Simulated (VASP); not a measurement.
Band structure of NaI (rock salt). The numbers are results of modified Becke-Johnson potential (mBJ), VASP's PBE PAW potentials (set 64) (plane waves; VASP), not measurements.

mBJ is a potential without an energy functional, so only the levels count. Unless said otherwise, spin-orbit coupling is left out, though it shifts the bands of the heavy elements here.

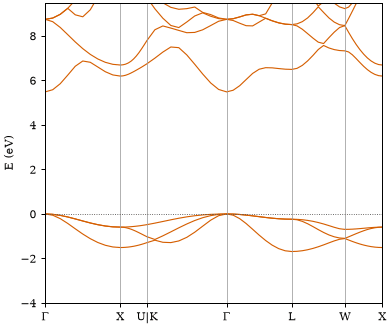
Figure: Bands along high-symmetry lines, zero at the valence-band maximum or, without a gap, the Fermi level

Q: Read the plot: is there a gap, and where are the band edges?

A: The gap is direct, 5.48 eV, from the valence maximum at Γ to the conduction minimum at Γ.

Measured: gap 5.90 eV (computed value off by -0.42 eV), as given by Abedi et al., (2022), arXiv:2211.14644.

The compound is NaI in the rock salt structure. It was relaxed first. The cell's shape comes from a PBE relaxation.
